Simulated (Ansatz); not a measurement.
**CH4Si2 (charge +1, doublet): density, localisation and related maps**

Input

```
basis:
  gaussian: {orbitals: def2-TZVPD}
crystal:
  periodic: [false, false, false]
  atoms:
    - {symbol: C, position_ang: [-0.359988, 0.610791, -0.836397]}
    - {symbol: Si, position_ang: [0.216566, 0.469745, 0.920851]}
    - {symbol: Si, position_ang: [1.214698, -0.234335, 2.776098]}
    - {symbol: H, position_ang: [1.239783, -0.857672, 1.148404]}
    - {symbol: H, position_ang: [-0.905976, -0.295345, -1.117593]}
    - {symbol: H, position_ang: [-1.019062, 1.477032, -0.937434]}
    - {symbol: H, position_ang: [0.503408, 0.732665, -1.498149]}
total_charge: 1
magnetization: {spin_polarized: true, initial_magnetization: 1}
hamiltonian: {xc: pbe0}
output: {forces: true, orbitals: {seedname: orbitals}}
```

Command:

```sh
ansatz run input.yaml --threads 2 --pin off --max-ram 4350MiB --events-out events.jsonl --progress --plain --runs-dir runs
```

Geometry: B3LYP-D3(BJ)/6-311G**.

Method: isolated molecule in a Gaussian basis; Kohn-Sham density functional theory, functional PBE0 in Ansatz.

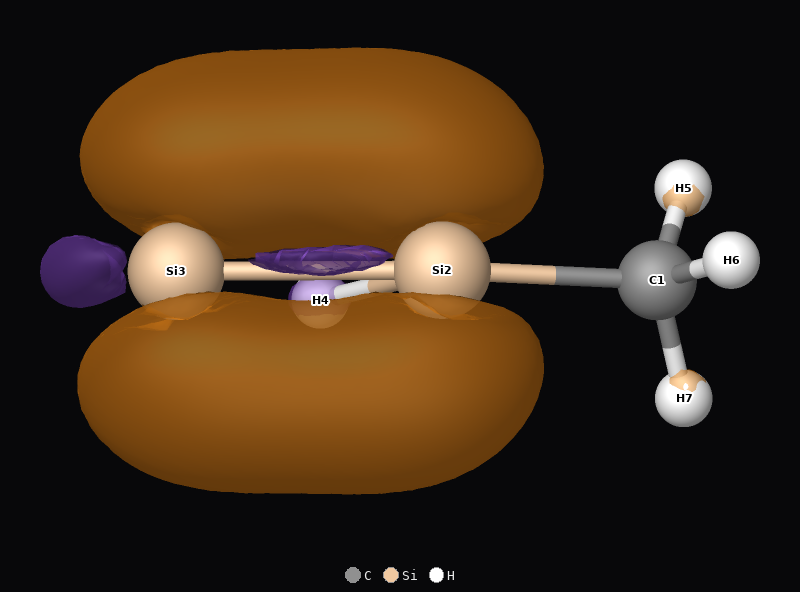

Figure 1. Isosurfaces of the spin density at +0.015 (orange) and −0.015 e/Å³ (purple), seen from one side.

> Describe the spin distribution.

The unpaired spin (1 electron) lies mostly on Si2 (about 0.5) and Si3 (about 0.5), in electrons by Hirshfeld's partition.

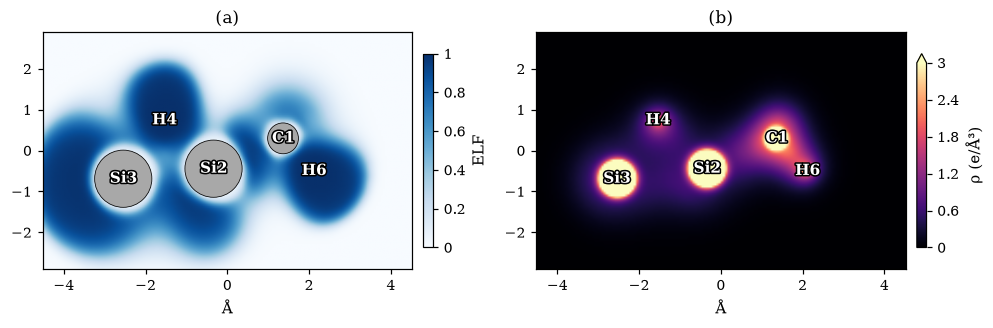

Figure 2. (a) ELF; (b) total electron density on the plane of atoms C1, Si2 and H4. Grey discs cover the atomic cores in the ELF map.

> What does the map show?

Atoms in the plane: C, Si and H.
C–Si (1.85 Å): ρ at the midpoint is about 0.98 e/Å³; the ELF peaks at about 0.95 between the atoms; a covalent bond.
Si–Si (2.22 Å): ρ at the midpoint is about 0.56 e/Å³; the ELF peaks at about 0.70 between the atoms.
C–H (1.09 Å): the density is about 2 e/Å³ at the midpoint; the ELF climbs to about 1 towards the hydrogen, as it does in any bond to H: an ordinary covalent bond to hydrogen.
Si–H (1.69 Å): ρ is about 0.57 e/Å³ halfway; the ELF climbs to about 1 towards the hydrogen.
The ELF also peaks beside Si3, away from the bonds: non-bonding electrons, paired or unpaired.

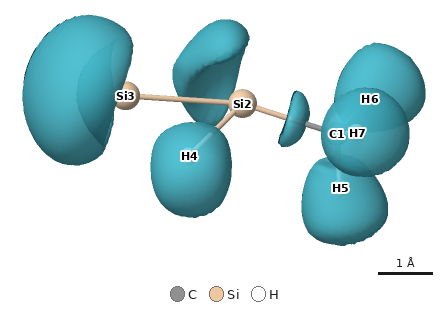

Figure 3. Isosurface of the ELF at 0.85 (cyan), seen at an oblique angle. Core shells and regions of very low density are left out.

> What do the ELF domains correspond to?

At this value the surface marks out one region between bonded C–Si atoms (shared pairs), four regions around hydrogen nuclei and two lobes on Si, pointing away from the bonds (non-bonding electrons).
